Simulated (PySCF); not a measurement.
Input file:

```
{"job": {"kind": "nmr", "xc": "PBE0", "basis": "pcSseg-1"}, "charge": 0, "multiplicity": 1}
Si    -2.509503     0.790026    -0.054692
C     -1.242998    -0.060160    -1.188658
C      0.221195     0.171488    -0.811936
Si     0.795416    -0.728196     0.757703
C      2.690349    -0.492486     0.893825
Cl     3.046814     1.244406     1.084818
H     -2.446911     0.226154     1.293922
H     -3.845655     0.564609    -0.612004
H     -2.234323     2.227617    -0.012840
H     -1.439592    -1.133741    -1.219452
H     -1.403583     0.306613    -2.206600
H      0.399409     1.244117    -0.706439
H      0.853808    -0.159637    -1.642790
H      0.566141    -2.176880     0.655994
H      0.199755    -0.195058     1.983359
H      3.233187    -0.825693     0.012692
H      3.109491    -0.991150     1.763187
```

Run with:

```sh
OMP_NUM_THREADS=1 python probes_run.py task.json out
```

Geometry: GFN2-xTB.

Theory: PySCF 2.14.0, PBE0/pcSseg-1, SCF density, gas phase, non-relativistic.

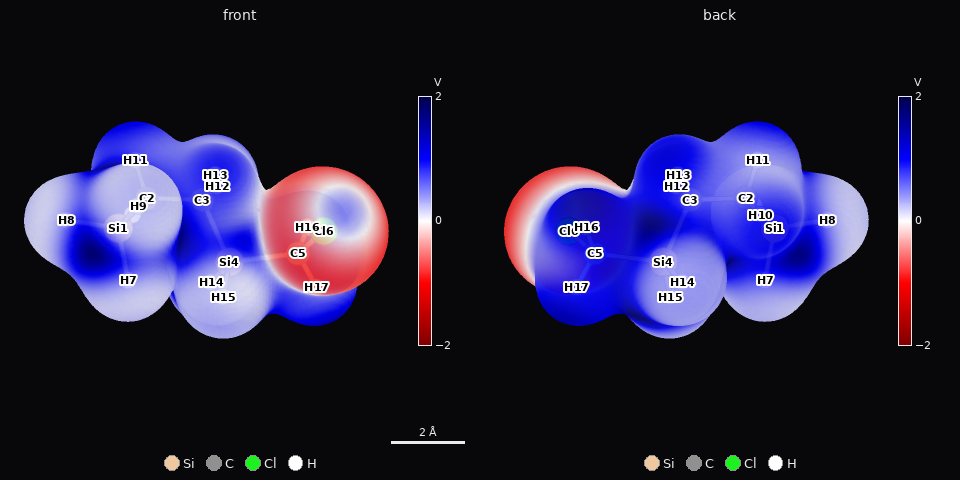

C$_{3}$H$_{11}$ClSi$_{2}$. The electrostatic potential painted on the density surface at 0.004 e/bohr³, seen from the front and from behind; the colour scale runs from red (negative) to blue (positive).

Q: Describe the electrostatic potential map.

A: The most negative region (about −0.8 V, or −18 kcal/mol for a unit charge) lies over Cl6, the most positive (about +1.8 V, or +42 kcal/mol for a unit charge) over Si4. Cl6 shows a σ-hole: about +0.4 V, or +9 kcal/mol for a unit charge at the tip opposite its bond, against about −0.5 V, or −12 kcal/mol for a unit charge on its flanks.
